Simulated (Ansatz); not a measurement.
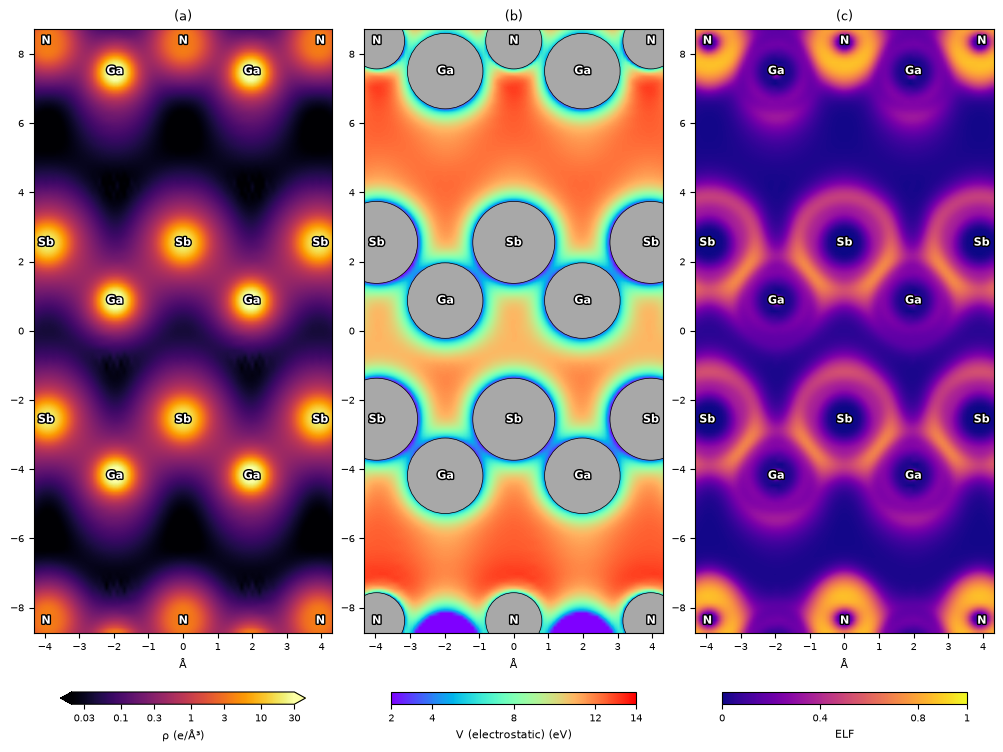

Figure 1: Ga₃Sb₂N. (a) valence electron density; (b) electrostatic potential (local pseudopotential plus Hartree) felt by an electron; (c) electron localisation function on the (010) plane of the conventional cell. Grey discs cover the atomic cores in the potential map.

Space group I-4m2; started from the ordered alloy on zincblende lattice prototype, which need not be the ambient phase.

These are results of DFT, r2SCAN, plane waves, PAW (Ansatz), not measurements.

Describe what can be read from this map.

The section cuts through N, Ga and Sb sites.
Ga–N (2.17 Å): the density is about 0.49 e/Å³ at the midpoint; the ELF peaks at about 0.85 in the valence shell of N, 0.7 Å from its nucleus, and is about 0.45 at the midpoint.
Ga–Sb (2.57 Å): ρ is about 0.47 e/Å³ halfway; the ELF peaks at about 0.70 between the atoms.
Between the atoms the lowest density in this plane is 0.009 e/Å³.
Outside the cores the potential energy rises away from the atoms and is highest about 1.3 Å from the nearest atoms; its zero is arbitrary.
